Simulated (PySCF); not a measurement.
## B3SiN3H5Cl3O: excited-state calculation

The run: excited-state calculation of B3SiN3H5Cl3O, SMILES Cl[Si](Cl)(Cl)OB1NBNBN1. Method and program: TDDFT CAM-B3LYP/def2-SVPD, vertical, gas phase, core orbitals frozen in the response (PySCF 2.14.0).

The geometry comes from this level: PBE0-D3(BJ)/def2-SVP.

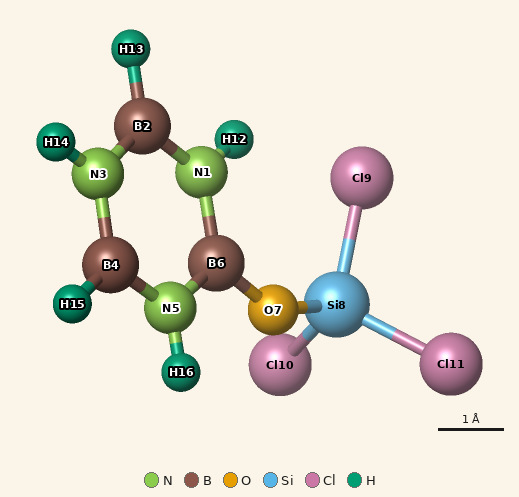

The input geometry (ball-and-stick view, seen at a tilt; atoms are numbered from 1 in the order of the input). Bond lengths as drawn: B–H 1.21 Å, B–N 1.42 to 1.43 Å, B–O 1.39 Å, Cl–Si 2.03 to 2.05 Å, H–N 1.01 Å and O–Si 1.62 Å.

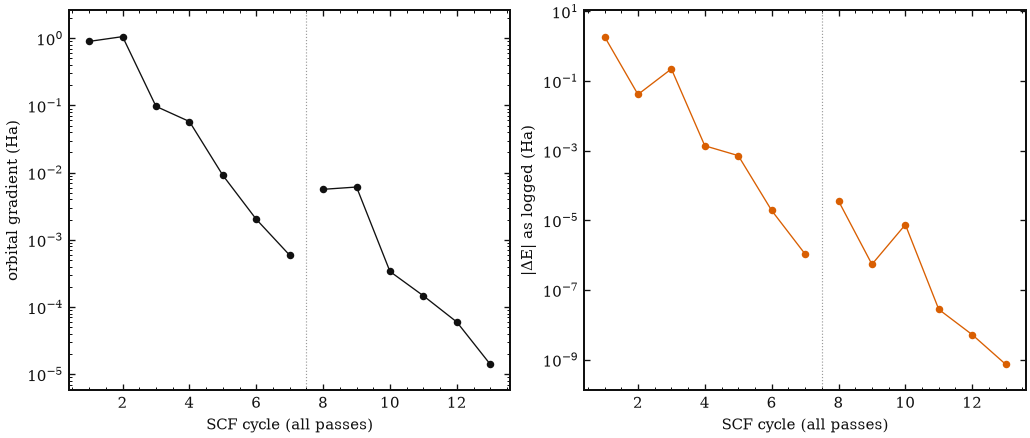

Convergence of the self-consistent field: orbital gradient and size of the energy change against the SCF cycle. The dotted line marks the change from a coarse to the final integration grid. The first 7 cycles use a coarse grid, the final grid takes over at cycle 8, and the field converges after 13 cycles in all.

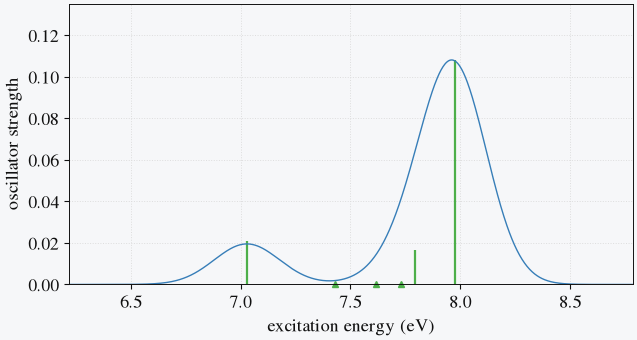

Computed excitations as sticks (degenerate states added up, dark ones marked on the axis), with a Gaussian envelope of 0.35 eV full width at half maximum, scaled to the tallest. Of the 6 states the lowest lies at 7.03 eV (f = 0.021); the strongest line is at 7.98 eV, or 155 nm (f = 0.108).

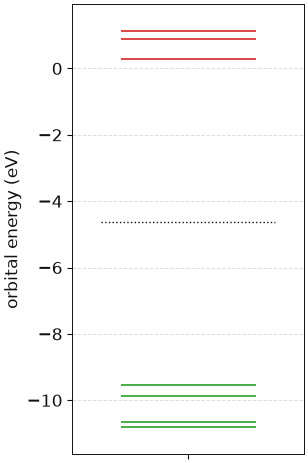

Orbital energies near the frontier; the dotted line parts filled from empty levels, and levels within 0.02 eV of each other stand side by side. Highest filled −9.55 eV, lowest empty 0.30 eV, 9.85 eV apart.

These pictures come from the run below.

Input file:
```
{"job": {"kind": "uv", "xc": "CAM-B3LYP", "basis": "def2-SVPD", "nstates": 6, "ntriplets": 2, "ip": true}, "charge": 0, "multiplicity": 1}
N      0.715793     0.078964     0.797663
B      0.187504     0.939246     1.806218
N     -1.115413     1.483014     1.599774
B     -1.894695     1.195214     0.439139
N     -1.320653     0.329114    -0.536878
B     -0.022182    -0.236516    -0.380913
O      0.468230    -1.068096    -1.380569
Si     1.754335    -1.911414    -1.878348
Cl     3.122991    -2.142629    -0.366375
Cl     2.659286    -0.942298    -3.423609
Cl     1.146883    -3.753591    -2.493204
H      1.635204    -0.324171     0.930014
H      0.825507     1.195558     2.800407
H     -1.503199     2.094734     2.305526
H     -2.998156     1.664953     0.287490
H     -1.843440     0.104340    -1.373479
```

The first line tells a small driver script what to run in PySCF; the rest is the geometry in Å.

Launch command:
```bash
OMP_NUM_THREADS=1 python <driver script> task.json out
```

What the program printed:
```
coarse grid: 17128 points
cycle   1  E = -1986.4392727053  dE =  1.867e+00  |g| = 8.973e-01  |ddm| = 1.124e+01
cycle   2  E = -1986.3984455229  dE =  4.083e-02  |g| = 1.057e+00  |ddm| = 4.442e+00
cycle   3  E = -1986.6192300361  dE = -2.208e-01  |g| = 9.684e-02  |ddm| = 2.259e+00
cycle   4  E = -1986.6206013818  dE = -1.371e-03  |g| = 5.761e-02  |ddm| = 3.647e-01
cycle   5  E = -1986.6213184823  dE = -7.171e-04  |g| = 9.119e-03  |ddm| = 1.239e-01
cycle   6  E = -1986.6213375504  dE = -1.907e-05  |g| = 2.021e-03  |ddm| = 3.190e-02
cycle   7  E = -1986.6213386230  dE = -1.073e-06  |g| = 5.896e-04  |ddm| = 1.321e-02
final grid: 151832 points
cycle   8  E = -1986.8453249055  dE = -3.582e-05  |g| = 5.643e-03  |ddm| = 2.050e-01
cycle   9  E = -1986.8453243629  dE =  5.426e-07  |g| = 6.105e-03  |ddm| = 2.739e-02
cycle  10  E = -1986.8453318380  dE = -7.475e-06  |g| = 3.378e-04  |ddm| = 1.051e-02
cycle  11  E = -1986.8453318656  dE = -2.760e-08  |g| = 1.468e-04  |ddm| = 2.101e-03
cycle  12  E = -1986.8453318708  dE = -5.194e-09  |g| = 5.982e-05  |ddm| = 4.617e-04
cycle  13  E = -1986.8453318716  dE = -7.331e-10  |g| = 1.405e-05  |ddm| = 1.242e-04
converged SCF energy = -1986.8453318716

Static polarisability (au): isotropic 123.739, principal 102.806 124.829 143.580

Singlet excitations
state   eV       nm        f      main configurations
  1   7.0289    176.4   0.02106   H->L+2 0.76, H-1->L+5 0.11, H-1->L+7 0.08
  2   7.4286    166.9   0.00012   H->L+1 0.47, H->L 0.39
  3   7.6185    162.7   0.00050   H-1->L 0.46, H-1->L+1 0.33
  4   7.7285    160.4   0.00088   H-3->L 0.69, H-3->L+1 0.12
  5   7.7918    159.1   0.01678   H-4->L 0.30, H->L+1 0.21, H->L 0.20
  6   7.9753    155.5   0.10808   H-1->L+2 0.52, H-5->L 0.20, H-2->L 0.09

Triplet excitations (Tamm-Dancoff, eV): 6.5239 6.7242
Vertical ionisation energy (delta-SCF) = 10.1999 eV
```

Key numbers:

```csv
quantity,value
outcome,converged
total energy,−1986.845332 hartree
HOMO,−9.55 eV
LUMO,0.30 eV
dipole moment,1.19 D
mean polarisability,123.74 a.u.
vertical ionisation energy,10.20 eV
lowest singlet excitation,7.03 eV
hardware,"1 CPU thread, shared host"
wall time,18 min
peak memory,2 GiB
```
